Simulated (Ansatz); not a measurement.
**C2HF2Ga: a ladder of functionals and wavefunction methods**

How much do the methods differ for C2HF2Ga? The plan is to run it at one geometry with functionals of several rungs and with coupled cluster. The yardstick is the atomisation energy at the CCSD(T) limit.

The runs use Ansatz 0.2.0, Gaussian basis; functionals in def2-TZVPP, the program's frozen cores in correlated methods.

Levels to be run: LDA (SPW92), PBE-D4, revPBE-D4, BLYP-D4, r2SCAN-D4, B97M-V, PBE0-D4, B3LYP-D4, r2SCANh-D4, r2SCAN0-D4, HSE06-D4, BHLYP-D4, CAM-B3LYP-D4, LC-ωPBE, ωB97X-V, ωB97M-V, B2PLYP, PBE-QIDH; CCSD(T)/def2-SVP; CCSD(T)/def2-TZVPP; CCSD(T)/def2-QZVPP; extrapolation to the limit; RPA on PBE.

## (1) The geometry

All runs share one geometry, relaxed beforehand with PBE0-D4 in a triple-zeta def2 set.

SMILES `C#[C][Ga]([F])[F]`, 6 atoms, charge 0, spin multiplicity 1.

Atoms are counted from 1 here; the program's logs count them from 0.

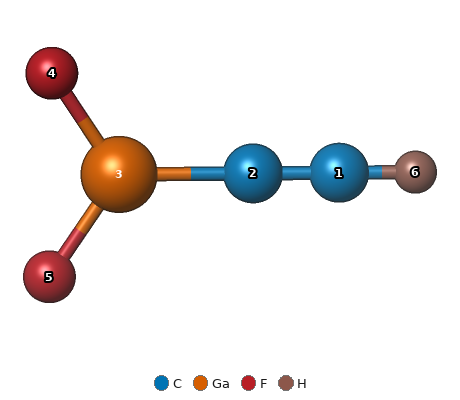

The structure; carbon blue, gallium orange, fluorine red, hydrogen brown; atoms are numbered from 1 in the order of the file.

## (2) LDA

This LDA is Slater exchange with PW92 correlation.

in.yaml

```yaml
crystal:
  periodic: [false, false, false]
  atoms:
    - {symbol: C, position_ang: [-0.242590, 0.981557, 1.587224]}
    - {symbol: C, position_ang: [-0.087003, 0.352869, 0.570941]}
    - {symbol: Ga, position_ang: [0.154510, -0.624864, -1.010181]}
    - {symbol: F, position_ang: [0.241647, -2.356026, -1.061339]}
    - {symbol: F, position_ang: [0.313791, 0.108283, -2.573609]}
    - {symbol: H, position_ang: [-0.380345, 1.538191, 2.486963]}
basis:
  gaussian: {orbitals: def2-TZVPP}
hamiltonian: {xc: lda}
output: {orbitals: {seedname: orbitals}}
```

Command:

```
> ansatz run in.yaml --threads 2 --pin off --events-out ev --progress --plain --max-ram 32768MiB --backend cpu
```

After this run come: PBE-D4 (GGA); revPBE-D4 (GGA); BLYP-D4 (GGA); r2SCAN-D4 (meta-GGA); B97M-V (meta-GGA); PBE0-D4 (hybrid); B3LYP-D4 (hybrid); r2SCANh-D4 (hybrid); r2SCAN0-D4 (hybrid); HSE06-D4 (hybrid); BHLYP-D4 (hybrid); CAM-B3LYP-D4 (range-separated); LC-ωPBE (range-separated); ωB97X-V (range-separated); ωB97M-V (range-separated); B2PLYP (double hybrid); PBE-QIDH (double hybrid); CCSD(T) in def2-SVP; CCSD(T) in def2-TZVPP; CCSD(T) in def2-QZVPP; RPA on PBE orbitals.

Before running them: what should the planned runs give, taken together? Wanted: atomisation energy, CCSD(T)/CBS; farthest beyond LDA; mean size of error, GGA; mean size of error, meta-GGA; mean size of error, hybrid; mean size of error, range-separated; mean size of error, double hybrid; gap, smallest and largest; T1 diagnostic.

The runs gave:

| quantity | value |
| --- | --- |
| atomisation energy, CCSD(T)/CBS | 595.6 kcal/mol |
| functionals within 6.0 kcal/mol (1.0 %) | revPBE-D4, BLYP-D4, r2SCAN-D4, B97M-V, PBE0-D4, HSE06-D4, CAM-B3LYP-D4, LC-ωPBE, ωB97X-V, ωB97M-V, PBE-QIDH |
| farthest beyond LDA | BHLYP-D4 (-37.3 kcal/mol) |
| mean size of error, GGA | 8.6 kcal/mol |
| mean size of error, meta-GGA | 2.2 kcal/mol |
| mean size of error, hybrid | 13.9 kcal/mol |
| mean size of error, range-separated | 3.2 kcal/mol |
| mean size of error, double hybrid | 4.4 kcal/mol |
| gap, smallest and largest | 5.18 eV (BLYP-D4), 12.42 eV (LC-ωPBE) |
| T1 diagnostic | 0.0147 |
| triples share of the correlation energy | 3.9 % |

In words: The LDA atomisation energy is off by 96.3 kcal/mol (16 %): it overbinds. PBE-D4 misses by +16.0 kcal/mol. Double hybrids carry the basis error of their MP2 part in triple zeta, and no dispersion term here, so their miss is partly the set-up's. The rungs meta-GGA, range-separated, double hybrid miss on average by less than the doubt on the reference (6.0 kcal/mol), so they tie. Misses under about 6.0 kcal/mol are within the doubt on the reference itself, which lacks core-valence correlation, relativity and higher excitations, and its outer-core shells are covered unevenly. Hartree-Fock recovers 71 % of the binding; the rest is correlation. CCSD(T) in def2-SVP is off by -29.5 kcal/mol, worse than the median functional, from the basis alone. Orbital gaps span 5.2 to 12.4 eV; exact exchange widens them. Correlated methods include outer-core shells of Ga, which these sets cover unevenly.
